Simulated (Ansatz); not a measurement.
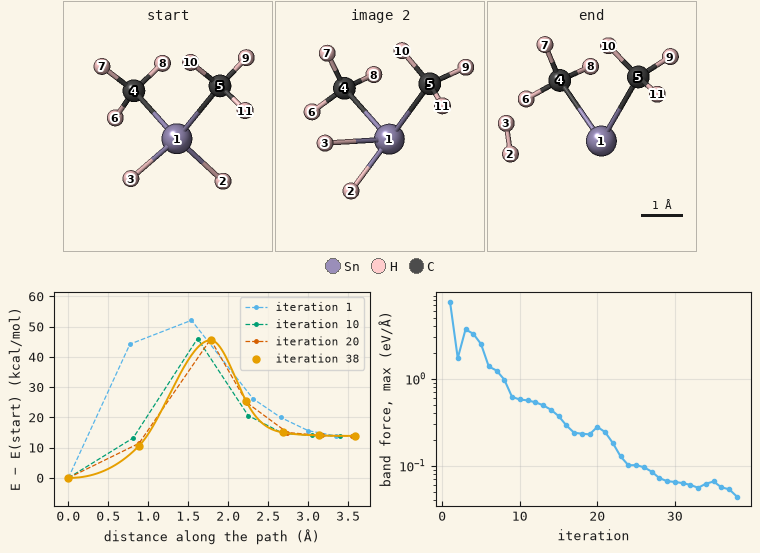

A search for the minimum-energy path of C2H8Sn by the nudged elastic band. Images are numbered from 0 (start) to 6 (end). The plot follows the band through its iterations. Style: ball-and-stick. Shown from a free direction.

Theory: Ansatz 0.2.0, RKS BLYP/def2-SVP. Settings: 5 movable images; climbing image from the first iteration; force threshold 0.05 eV/Å; iteration limit 60; optimiser FIRE; starting path through a guess of the saddle point.

Judge this run.

Answer. The run is converged, with reservations. The band converged in 38 iterations. The largest component of the band force went from 7.7 to 0.044 eV/Å. The climbing image converged on the top of the path. Its curvatures weren't checked. The first iteration put the highest image at 52.1 kcal/mol. The highest point, image 2, lies 45.5 kcal/mol above the start and 31.6 kcal/mol above the end; the end is at +13.9 kcal/mol relative to the start.

The run took 4.4 min on 2 threads of Arm Neoverse V1, on a shared host, peak memory 0.13 GiB.
